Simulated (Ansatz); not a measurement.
# CH6OS2Si: small, medium and large basis sets

How large a basis does CH6OS2Si need? Two functionals are run in growing sets.

The runs use Ansatz 0.2.0, Gaussian basis; one geometry, several basis sets.

Levels to be run: PBE0-D4/def2-SVP; ωB97M-V/def2-SVP; PBE0-D4/def2-QZVPP; ωB97M-V/def2-QZVPP; the functionals' def2-TZVPP values are taken from earlier runs.

**1. The relaxed structure**

An earlier PBE0-D4 in a triple-zeta def2 set relaxation fixed the geometry.

11 atoms, charge 0, spin multiplicity 1.

Atoms are counted from 1 here; the program's logs count them from 0.

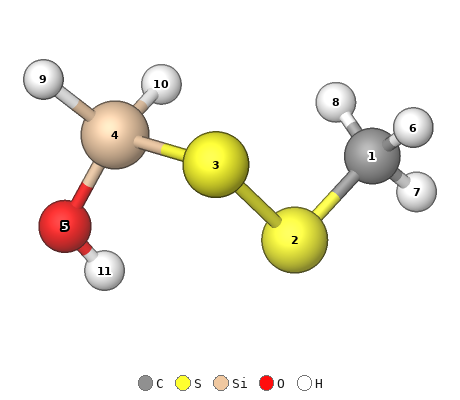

The structure; carbon grey, sulfur yellow, silicon light orange, oxygen red, hydrogen white; atoms are numbered from 1 in the order of the file.

**2. PBE0-D4 in def2-SVP**

Contents of in.yaml:

```yaml
crystal:
  periodic: [false, false, false]
  atoms:
    - {symbol: C, position_ang: [-0.921935, -0.613482, 1.778843]}
    - {symbol: S, position_ang: [-1.396617, -0.653841, 0.042846]}
    - {symbol: S, position_ang: [-1.010615, 1.281281, -0.562530]}
    - {symbol: Si, position_ang: [0.979861, 0.823137, -1.208978]}
    - {symbol: O, position_ang: [1.016908, -0.280037, -2.418806]}
    - {symbol: H, position_ang: [-1.537035, 0.100601, 2.325027]}
    - {symbol: H, position_ang: [-1.103038, -1.619364, 2.165043]}
    - {symbol: H, position_ang: [0.133917, -0.368071, 1.888636]}
    - {symbol: H, position_ang: [1.568714, 2.068499, -1.751470]}
    - {symbol: H, position_ang: [1.722441, 0.332295, -0.019754]}
    - {symbol: H, position_ang: [0.612799, -1.127915, -2.218257]}
basis:
  gaussian: {orbitals: def2-SVP}
hamiltonian: {xc: pbe0, dispersion: d4}
output: {orbitals: {seedname: orbitals}}
```

The run is started by

```sh
ansatz run in.yaml --threads 4 --pin off --events-out ev --progress --plain --max-ram 10444MiB
```

The program printed:

```text
Functional definition: PBE0
  name "PBE0"
  cite "Adamo & Barone, J. Chem. Phys. 110, 6158 (1999) doi:10.1063/1.478522"
  cite "Perdew, Burke & Ernzerhof, Phys. Rev. Lett. 77, 3865 (1996) doi:10.1103/PhysRevLett.77.3865"
  parent pbe
  parameter a = 0.25
  parameter kappa = 0.804
  parameter beta = 0.06672455060314922
  exchange = (1 - a)*pbe_x(kappa = kappa, mu = beta*pi^2/3) + a*exact_x
  correlation = pbe_c(beta = beta)
1070 factors; integrals over basis functions are off by at most 1.1e-3 eV
mean field evaluation 1: about -32699.7012 eV, gradient 5.6e1 eV
mean field evaluation 2: about -32692.0483 eV, gradient 8.3e1 eV
mean field evaluation 4: about -32705.7601 eV, gradient 3.6e0 eV
mean field evaluation 8: about -32705.9211 eV, gradient 1.7e-1 eV
mean field evaluation 16: about -32705.9212 eV, gradient 7.1e-5 eV
mean field -32705.92115763 eV, -1201.9204336732 hartree, gradient 2.6e-5 eV, S^2 0.000000; 0 other end points of the search recorded, 0 dependent functions left out
reference -32705.92118402 eV, -1201.9204346433 hartree; 33, 33 occupied and 79, 79 virtual orbitals, 1070 factors
Total energy: -32706.18858732 eV, -1201.9302615333 hartree
```

It took 1.1 s on 4 threads of Arm Neoverse V2, shared host.

**3. ωB97M-V in def2-SVP**

in.yaml: that of step 2 with these lines changed.

```diff
@@ -16,3 +16,3 @@
   gaussian: {orbitals: def2-SVP}
-hamiltonian: {xc: pbe0, dispersion: d4}
+hamiltonian: {xc: {name: wB97M-V}}
 output: {orbitals: {seedname: orbitals}}
```

The command is unchanged.

The program printed (excerpt; [...] marks lines left out):

```text
Functional definition: wB97M-V
  name "wB97M-V"
  cite "Mardirossian & Head-Gordon, J. Chem. Phys. 144, 214110 (2016) doi:10.1063/1.4952647"
  cite "Becke, J. Chem. Phys. 107, 8554 (1997) doi:10.1063/1.475007"
  cite "Vydrov & Van Voorhis, J. Chem. Phys. 133, 244103 (2010) doi:10.1063/1.3521275"
  # Of w^i u^j: cxij and so on, Table III.
[...]
  gx(w, u) = 1 - cx + cx01*u + cx10*w
  gss(w, u) = css00 + css04*u^4 + css10*w + css20*w^2 + css43*w^4*u^3
  gos(w, u) = cos00 + cos10*w + (cos20 + cos21*u)*w^2 + (cos60 + cos61*u)*w^6
[...]
      + integral(e_c_pw_mod_opposite_spin*gos(b97_w_opposite, b97_u_opposite)) + vv10(b, c)
1070 factors; integrals over basis functions are off by at most 1.1e-3 eV
346 factors; integrals over basis functions are off by at most 8.4e-6 eV
[...]
mean field -32717.18074032 eV, -1202.3342157051 hartree, gradient 4.4e-5 eV, S^2 0.000000; 0 other end points of the search recorded, 0 dependent functions left out
reference -32717.18078262 eV, -1202.3342172598 hartree; 33, 33 occupied and 79, 79 virtual orbitals, 1070 factors
Total energy: -32717.18078262 eV, -1202.3342172598 hartree
```

It took 5 s on 4 threads of Arm Neoverse V2, shared host.

**4. PBE0-D4 in def2-QZVPP**

in.yaml: that of step 3 with these lines changed.

```diff
@@ -15,4 +15,4 @@
 basis:
-  gaussian: {orbitals: def2-SVP}
-hamiltonian: {xc: {name: wB97M-V}}
+  gaussian: {orbitals: "def2-QZVPP.json"}
+hamiltonian: {xc: pbe0, dispersion: d4}
 output: {orbitals: {seedname: orbitals}}
```

Launched as before.

The program printed:

```text
Functional definition: PBE0
  name "PBE0"
  cite "Adamo & Barone, J. Chem. Phys. 110, 6158 (1999) doi:10.1063/1.478522"
  cite "Perdew, Burke & Ernzerhof, Phys. Rev. Lett. 77, 3865 (1996) doi:10.1103/PhysRevLett.77.3865"
  parent pbe
  parameter a = 0.25
  parameter kappa = 0.804
  parameter beta = 0.06672455060314922
  exchange = (1 - a)*pbe_x(kappa = kappa, mu = beta*pi^2/3) + a*exact_x
  correlation = pbe_c(beta = beta)
1858 factors; their error is unknown
mean field evaluation 1: about -32712.9789 eV, gradient 6.8e1 eV
mean field evaluation 2: about -32701.1526 eV, gradient 1.0e2 eV
mean field evaluation 4: about -32721.4480 eV, gradient 5.6e0 eV
mean field evaluation 8: about -32721.5119 eV, gradient 8.8e-2 eV
mean field evaluation 16: about -32721.5404 eV, gradient 4.8e-5 eV
mean field -32721.54041250 eV, -1202.4944307025 hartree, gradient 4.8e-5 eV, S^2 0.000000; 0 other end points of the search recorded, 0 dependent functions left out
reference -32721.54045247 eV, -1202.4944321716 hartree; 33, 33 occupied and 471, 471 virtual orbitals, 1858 factors
Total energy: -32721.80785577 eV, -1202.5042590616 hartree
```

Wall time 8.5 s (4 threads of Arm Neoverse V2, shared host); peak memory 2.2 GiB.

**5. ωB97M-V in def2-QZVPP**

in.yaml: that of step 4 with these lines changed.

```diff
@@ -16,3 +16,3 @@
   gaussian: {orbitals: "def2-QZVPP.json"}
-hamiltonian: {xc: pbe0, dispersion: d4}
+hamiltonian: {xc: {name: wB97M-V}}
 output: {orbitals: {seedname: orbitals}}
```

Same command.

The program printed (excerpt; [...] marks lines left out):

```text
Functional definition: wB97M-V
  name "wB97M-V"
  cite "Mardirossian & Head-Gordon, J. Chem. Phys. 144, 214110 (2016) doi:10.1063/1.4952647"
  cite "Becke, J. Chem. Phys. 107, 8554 (1997) doi:10.1063/1.475007"
  cite "Vydrov & Van Voorhis, J. Chem. Phys. 133, 244103 (2010) doi:10.1063/1.3521275"
  # Of w^i u^j: cxij and so on, Table III.
[...]
  gx(w, u) = 1 - cx + cx01*u + cx10*w
  gss(w, u) = css00 + css04*u^4 + css10*w + css20*w^2 + css43*w^4*u^3
  gos(w, u) = cos00 + cos10*w + (cos20 + cos21*u)*w^2 + (cos60 + cos61*u)*w^6
[...]
      + integral(e_c_pw_mod_opposite_spin*gos(b97_w_opposite, b97_u_opposite)) + vv10(b, c)
1782 factors; their error is unknown
400 factors; integrals over basis functions are off by at most 8.7e-6 eV
[...]
mean field -32732.83333303 eV, -1202.9094378775 hartree, gradient 5.0e-5 eV, S^2 0.000000; 0 other end points of the search recorded, 0 dependent functions left out
reference -32732.83339656 eV, -1202.9094402123 hartree; 33, 33 occupied and 471, 471 virtual orbitals, 1782 factors
Total energy: -32732.83339656 eV, -1202.9094402123 hartree
```

Run time: 20 s. Hardware: 4 threads of Arm Neoverse V2, shared host; peak memory 2.6 GiB.

**6. Density functionals: the series**

The def2-TZVPP values come from earlier runs at the same geometry.

```csv
functional,basis,functions,energy (eV),from the largest (eV),HOMO (eV),LUMO (eV)
PBE0-D4,def2-SVP,112,-32706.1886,15.619,-6.90,-0.72
PBE0-D4,def2-TZVPP,272,-32720.6841,1.124,-6.93,-0.95
PBE0-D4,def2-QZVPP,504,-32721.8079,0.000,-6.95,-1.05
ωB97M-V,def2-SVP,112,-32717.1808,15.653,-9.01,1.50
ωB97M-V,def2-TZVPP,272,-32731.7671,1.066,-9.06,1.09
ωB97M-V,def2-QZVPP,504,-32732.8334,0.000,-9.09,0.88
```

**7. Summary of results**

```
                                       quantity           value
PBE0-D4: double and triple zeta above quadruple  15.62, 1.12 eV
ωB97M-V: double and triple zeta above quadruple  15.65, 1.07 eV
```

**Reading.** For PBE0-D4 the step from double to triple zeta gains 14.50 eV and the next only 1.12 eV. These are total energies; as a rule much of such shifts cancels in differences, which this series doesn't test. The LUMO of ωB97M-V is positive and keeps falling with the basis (1.50 to 0.88 eV): an unbound level that the basis holds in place.

For PBE0-D4 the largest set took about 8 times as long as the smallest (8.5 s against 1.1 s).
